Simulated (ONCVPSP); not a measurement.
## Run report: Sn, pseudopotential generation

- system: tin (Sn, Z = 50), core [Kr], reference valence 4d10 5s2 5p1.5 (an ion of charge +0.5), valence charge 14.
- method: ONCV potential, PBEsol, scalar-relativistic, made with ONCVPSP 4.0.1

Input file:
```
# ATOM AND REFERENCE CONFIGURATION
# atsym  z   nc   nv     iexc    psfile
  Sn 50.00    8    3  -116133      upf
#
#   n    l    f
    1    0    2.00
    2    0    2.00
    2    1    6.00
    3    0    2.00
    3    1    6.00
    3    2   10.00
    4    0    2.00
    4    1    6.00
    4    2   10.00
    5    0    2.00
    5    1    1.50
#
# PSEUDOPOTENTIAL AND OPTIMIZATION
# lmax
    2
#
#   l,   rc,      ep,       ncon, nbas, qcut
    0    1.80    0.00    3    7    3.30
    1    2.50    0.00    4    7    3.50
    2    1.15    0.00    4    7    7.30
#
# LOCAL POTENTIAL
# lloc, lpopt,  rc(5),   dvloc0
    4    5    0.75    0.00
#
# VANDERBILT-KLEINMAN-BYLANDER PROJECTORs
# l, nproj, debl
    0    2    2.40
    1    2    2.70
    2    3    1.70
#
# MODEL CORE CHARGE
# icmod, fcfact, rcfact
    1    0.35    0.00
#
# LOG DERIVATIVE ANALYSIS
# epsh1, epsh2, depsh
   -3.00    5.00    0.02
#
# OUTPUT GRID
# rlmax, drl
    6.00    0.01
#
# TEST CONFIGURATIONS
# ncnf
    4
# nvcnf
#   n    l    f
    3
    4    2   10.00
    5    0    2.00
    5    1    2.00
#
    3
    4    2   10.00
    5    0    2.00
    5    1    1.00
#
    3
    4    2   10.00
    5    0    2.00
    5    1    0.00
#
    3
    4    2   10.00
    5    0    0.00
    5    1    0.00
#
```

Hardware: 1 CPU thread, shared host.

Launched with:
```bash
oncvpsp.x < Sn.dat > Sn.out
```

The program's output (extracts):
```
ONCVPSP  (Optimized Norm-Conservinng Vanderbilt PSeudopotential)
scalar-relativistic version 4.0.1

#   n    l    f        energy (Ha)
    1    0    2.00    -1.0658337E+03
    2    0    2.00    -1.6103026E+02
    2    1    6.00    -1.4459587E+02
    3    0    2.00    -3.1177812E+01
    3    1    6.00    -2.5808212E+01
    3    2   10.00    -1.7536198E+01
    4    0    2.00    -5.0543782E+00
    4    1    6.00    -3.4307878E+00
    4    2   10.00    -1.0869206E+00
    5    0    2.00    -5.1762857E-01
    5    1    1.50    -2.5179985E-01

Reference configufation results
  iterations    25
  all-electron total energy (Ha)   -6.17435623D+03

Begin loop to  construct optimized pseudo wave functions
and semi-local pseudopoentials for all angular momenta

   Wellstate for l =  0  n =  7
     eigenvalue =   1.8824
     asymptotic potential =   2.3824
     half-point radius =  3.9615

Calculating optimized projector #   1

 for l=   0

    Fraction of norm inside rc  0.258928
    Optimizing pswf for qcut=   3.30 a_B^-1,  ecut=   5.45 Ha
    Residual kinetic energy error=  2.03D-03 Ha

    Energy error per electron        Cutoff
         Ha          eV             Ha
         0.01000     0.27211        4.08
         0.00100     0.02721        6.68
         0.00010     0.00272       29.02
         0.00001     0.00027       41.82

Calculating optimized projector #   2

 for l=   0

    Fraction of norm inside rc  0.099706
    Optimizing pswf for qcut=   3.30 a_B^-1,  ecut=   5.45 Ha
    Residual kinetic energy error=  1.96D-02 Ha

    Energy error per electron        Cutoff
         Ha          eV             Ha
         0.01000     0.27211        5.98
         0.00100     0.02721       22.02
         0.00010     0.00272       61.47

   Wellstate for l =  1  n =  7
     eigenvalue =   2.4482
     asymptotic potential =   2.9482
     half-point radius =  3.9132

Calculating optimized projector #   1

 for l=   1

    Fraction of norm inside rc  0.360067
    Optimizing pswf for qcut=   3.50 a_B^-1,  ecut=   6.11 Ha
    Residual kinetic energy error=  2.99D-04 Ha

    Energy error per electron        Cutoff
         Ha          eV             Ha
         0.01000     0.27211        1.55
         0.00100     0.02721        4.95
         0.00010     0.00272       10.96
         0.00001     0.00027       21.77

Calculating optimized projector #   2

 for l=   1

    Fraction of norm inside rc  0.177923
    Optimizing pswf for qcut=   3.50 a_B^-1,  ecut=   6.11 Ha
    Residual kinetic energy error=  2.99D-02 Ha

    Energy error per electron        Cutoff
         Ha          eV             Ha
         0.01000     0.27211        7.17
         0.00100     0.02721       18.08
         0.00010     0.00272       28.96
         0.00001     0.00027       32.83

   Wellstate for l =  2  n =  5
     eigenvalue =   0.6131
     asymptotic potential =   1.1131
     half-point radius =  3.0706

   Wellstate for l =  2  n =  6
     eigenvalue =   2.3131
     asymptotic potential =   2.8131
     half-point radius =  3.0858

Calculating optimized projector #   1

 for l=   2

    Fraction of norm inside rc  0.610834
    Optimizing pswf for qcut=   7.28 a_B^-1,  ecut=  26.51 Ha
    Residual kinetic energy error=  3.98D-02 Ha

    Energy error per electron        Cutoff
         Ha          eV             Ha
         0.01000     0.27211       45.46
         0.00100     0.02721      115.03
         0.00010     0.00272      135.48
         0.00001     0.00027      181.02

Calculating optimized projector #   2

 for l=   2

    Fraction of norm inside rc  0.079399
    Optimizing pswf for qcut=   7.28 a_B^-1,  ecut=  26.51 Ha
    Residual kinetic energy error=  1.12D-02 Ha

    Energy error per electron        Cutoff
         Ha          eV             Ha
         0.01000     0.27211       26.92
         0.00100     0.02721       37.66
         0.00010     0.00272      141.16
         0.00001     0.00027      180.06

Calculating optimized projector #   3

 for l=   2

    Fraction of norm inside rc  0.055431
    Optimizing pswf for qcut=   7.28 a_B^-1,  ecut=  26.51 Ha
    Residual kinetic energy error=  1.72D-02 Ha

    Energy error per electron        Cutoff
         Ha          eV             Ha
         0.01000     0.27211       28.72
         0.00100     0.02721       38.44
         0.00010     0.00272      106.37
         0.00001     0.00027      177.56

Construct Vanderbilt / Kleinmman-Bylander projectors

B matrix Hermiticity error, ll=   0
   1   2   -1.5621E-04

  Orthonormal projector coefficients  1.4445E+01  1.5687E+00

B matrix Hermiticity error, ll=   1
   1   2   -1.3286E-04

  Orthonormal projector coefficients  9.5790E+00  7.7235E-01

B matrix Hermiticity error, ll=   2
   1   2    2.5956E-04
   1   3   -4.9262E-04
   2   3    1.0793E-04

  Orthonormal projector coefficients -9.3678E+01  2.4779E+01  8.3880E+00

Model core correction analysis
  based on d2Exc/dn_idn_j

d2excae - all-electron derivatives

   -2.214058D-02   -6.543648D-03   -2.942397D-03
   -6.766545D-03   -1.856768D-02   -1.064694D-02
   -3.222672D-03   -1.170838D-02   -7.194449D-03

d2excps - pseudofunction derivatives with no core correction

   -3.577478D-02   -7.744375D-03   -3.394820D-03
   -7.968736D-03   -1.923225D-02   -1.095668D-02
   -3.676989D-03   -1.202569D-02   -7.293501D-03

rms 2nd derivative error    4.592719E-03

Polynomial model core charge

d2excps - pseudofunction derivatives with core correction

   -2.453043D-02   -6.853690D-03   -3.067079D-03
   -7.076557D-03   -1.862417D-02   -1.071972D-02
   -3.347301D-03   -1.178117D-02   -7.199141D-03

rms 2nd derivative error    8.129847E-04

Pseudoatom total energy  -68.601314

Diagnostic tests using Vanderbilt-Kleinman-Bylander pseudopotentials
  1 or more projectors used as specified by nproj input data

   l    rcore       rmatch      e in        delta e   norm test  slope test

   0   1.8018349   1.8565425  -0.5176286   0.0000024   1.0000130   0.9999496
   0   1.8018349   1.8565425   1.8823714   0.0002488   1.0008800   1.0008800

   1   2.5038248   2.5798463  -0.2517998  -0.0000002   1.0000182   1.0000427
   1   2.5038248   2.5798463   2.4482002   0.0000380   1.0001870   1.0001870

   2   1.1504465   1.1853766  -1.0869206   0.0000222   1.0001742   1.0002360
   2   1.1504465   1.1853766   0.6130794   0.0000831   1.0003991   1.0003991
   2   1.1504465   1.1853766   2.3130794   0.0001310   1.0005234   1.0005234

 Testing for bound ghosts
   n   l    E NL Schr. Eq   E Basis Diag.   E Cutoff

       0                      -17.180887     57.28  WARNING - GHOST(-)
   1   0       -0.517626       -0.511387     57.28

       1                       -6.848168     35.23  WARNING - GHOST(-)
   2   1       -0.251800       -0.249211     35.23

       2                       -3.033348    260.16  WARNING - GHOST(-)
   3   2       -1.086898       -1.083378    260.16

 Testing for highly-localized positive-energy ghosts
       l    <radius>/rc     E Basis Diag.   E Cutoff

       0        0.338315        2.118773     57.28  WARNING - GHOST(+)

Test configuration 0

   n   l     f        eae           eps        diff
   1   0  2.0000-1065.83368544
   2   0  2.0000 -161.03026155
   2   1  6.0000 -144.59586942
   3   0  2.0000  -31.17781250
   3   1  6.0000  -25.80821220
   3   2 10.0000  -17.53619808
   4   0  2.0000   -5.05437823
   4   1  6.0000   -3.43078775
   4   2 10.0000   -1.08692056   -1.08689840    2.22D-05
   5   0  2.0000   -0.51762857   -0.51762620    2.37D-06
   5   1  1.5000   -0.25179985   -0.25180007   -2.27D-07

    Total energies and differences
      AE_ref= -6.17435623D+03  AE_tst= -6.17435623D+03  dif=  0.00D+00
      PS_ref= -6.86013138D+01  PS_tst= -6.86013138D+01  dif= -4.26D-14
      PSP excitation error=  4.26D-14

Test configuration 1

   n   l     f        eae           eps        diff
   1   0  2.0000-1065.69347824
   2   0  2.0000 -160.89059943
   2   1  6.0000 -144.45613940
   3   0  2.0000  -31.03828804
   3   1  6.0000  -25.66868241
   3   2 10.0000  -17.39668670
   4   0  2.0000   -4.91501716
   4   1  6.0000   -3.29141499
   4   2 10.0000   -0.94784630   -0.94836439   -5.18D-04
   5   0  2.0000   -0.38937506   -0.38937325    1.81D-06
   5   1  2.0000   -0.13629713   -0.13629108    6.06D-06

    Total energies and differences
      AE_ref= -6.17435623D+03  AE_tst= -6.17445273D+03  dif= -9.65D-02
      PS_ref= -6.86013138D+01  PS_tst= -6.86978317D+01  dif= -9.65D-02
      PSP excitation error=  1.99D-05

Test configuration 2

   n   l     f        eae           eps        diff
   1   0  2.0000-1065.99041963
   2   0  2.0000 -161.18606604
   2   1  6.0000 -144.75178297
   3   0  2.0000  -31.33337835
   3   1  6.0000  -25.96378595
   3   2 10.0000  -17.69174331
   4   0  2.0000   -5.20958599
   4   1  6.0000   -3.58598489
   4   2 10.0000   -1.24153490   -1.24073733    7.98D-04
   5   0  2.0000   -0.65725532   -0.65728593   -3.06D-05
   5   1  1.0000   -0.37793877   -0.37797682   -3.80D-05

    Total energies and differences
      AE_ref= -6.17435623D+03  AE_tst= -6.17419923D+03  dif=  1.57D-01
      PS_ref= -6.86013138D+01  PS_tst= -6.84442609D+01  dif=  1.57D-01
      PSP excitation error= -4.54D-05

Test configuration 3

   n   l     f        eae           eps        diff
   1   0  2.0000-1066.34438910
   2   0  2.0000 -161.53686060
   2   1  6.0000 -145.10293374
   3   0  2.0000  -31.68334140
   3   1  6.0000  -26.31377313
   3   2 10.0000  -18.04164109
   4   0  2.0000   -5.55811708
   4   1  6.0000   -3.93439093
   4   2 10.0000   -1.58772769   -1.58474026    2.99D-03
   5   0  2.0000   -0.96138521   -0.96168065   -2.95D-04

    Total energies and differences
      AE_ref= -6.17435623D+03  AE_tst= -6.17368576D+03  dif=  6.70D-01
      PS_ref= -6.86013138D+01  PS_tst= -6.79305190D+01  dif=  6.71D-01
      PSP excitation error= -3.19D-04

Test configuration 4

   n   l     f        eae           eps        diff
   1   0  2.0000-1067.28220201
   2   0  2.0000 -162.46077053
   2   1  6.0000 -146.02770876
   3   0  2.0000  -32.60611411
   3   1  6.0000  -27.23653239
   3   2 10.0000  -18.96389782
   4   0  2.0000   -6.47410965
   4   1  6.0000   -4.84841750
   4   2 10.0000   -2.48641090   -2.47814782    8.26D-03

    Total energies and differences
      AE_ref= -6.17435623D+03  AE_tst= -6.17103759D+03  dif=  3.32D+00
      PS_ref= -6.86013138D+01  PS_tst= -6.52793641D+01  dif=  3.32D+00
      PSP excitation error= -3.30D-03
```

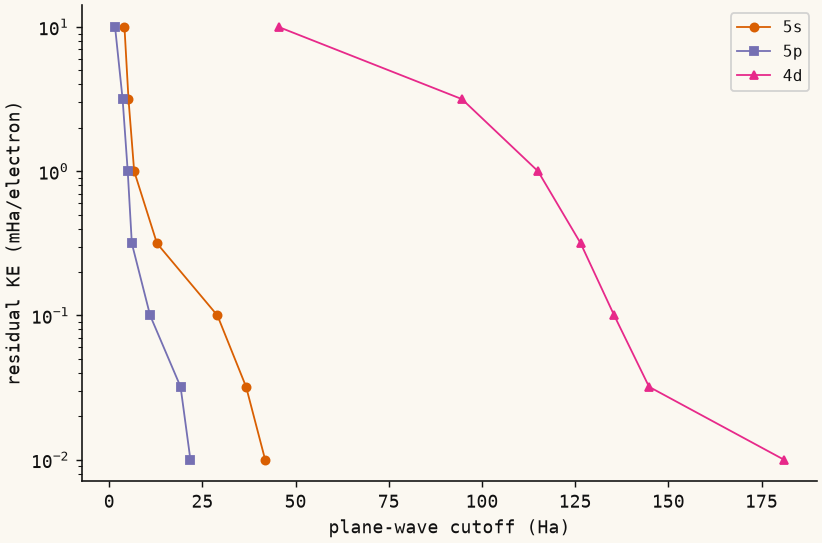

Residual kinetic energy of the pseudo-waves (the first of each channel, and further valence shells) beyond the plane-wave cutoff, as the generator prints it.

- Cutoffs for the occupied states: 115 Ha for 1 mHa and 135 Ha for 0.1 mHa per electron. The first is set by 4d.
- Cutoffs for 1 mHa per electron: 4d: 115 Ha; 5s: 6.7 Ha; 5p: 5.0 Ha.
- Hardest wave at 1 mHa per electron: 4d, with rc = 1.15 bohr and qcut = 7.3 1/bohr. The optimisation minimises, but can't always remove, the kinetic energy above qcut²/2 = 26.6 Ha, and a larger rc would as a rule soften the wave at some cost in transferability. The potential isn't sound: its ghost test gives GHOST(-) flagged for s at -467.5 eV, p at -186.3 eV, d at -82.5 eV; GHOST(+) flagged for s at 57.7 eV.

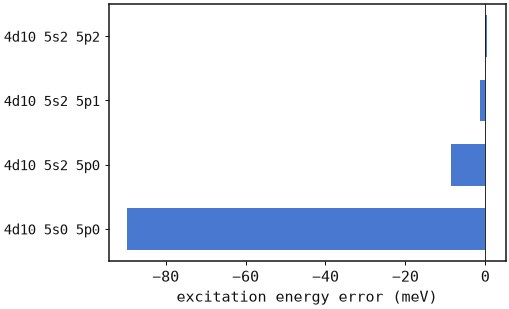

Errors, all-electron minus pseudo, of the energies of valence configurations relative to the unpolarised reference 4d10 5s2 5p1.5.

- Worst configuration: 4d10 5s0 5p0 (charge +4): the error is -90 meV on an all-electron energy of +90.31 eV relative to the reference, or 0.099 %.
- Errors in meV: 4d10 5s2 5p2: +0.5; 4d10 5s2 5p1: -1.2; 4d10 5s2 5p0: -8.7; 4d10 5s0 5p0: -90.

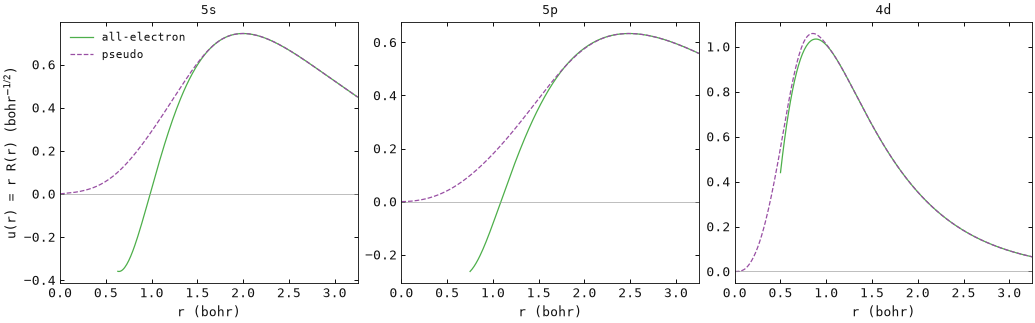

Partial waves u(r) = r R(r), all-electron (solid) and pseudo (dashed). The innermost oscillations of some all-electron curves aren't drawn. Reference configuration 4d10 5s2 5p1.5.

- Matching radii: 5s at 1.80 bohr; 5p at 2.50 bohr; 4d at 1.15 bohr. The curves merge smoothly, so the plot gives these only roughly.
- Nodes of the pseudo-waves: 5s has no node; 5p has no node; 4d has no node.

Summary:

- outcome: generated, with a ghost state
- cutoffs needed: 115 Ha and 135 Ha (the cutoffs at which the residual kinetic energy of the hardest occupied pseudo-wave falls to 1 and 0.1 mHa per electron)
- ghost test: GHOST(-) flagged for s at -467.5 eV, p at -186.3 eV, d at -82.5 eV; GHOST(+) flagged for s at 57.7 eV
- largest excitation error: -90 meV (all-electron minus pseudo) for 4d10 5s0 5p0, out of 4 test configurations
- rms error of d²Exc/dni dnj: 4.59 mHa without and 0.81 mHa with the model core
- range over which the phases arctan(r R′/R) at the test radius agree within 0.05 rad (a looser test near the poles than one of phase shifts): s: over the whole range computed; p: up to about 4.7 Ha; d: over the whole range computed; f: not judged, local potential alone
- wall time: 4.9 s

Notes:

The potential has a bound ghost state, so it can't be used as it stands.
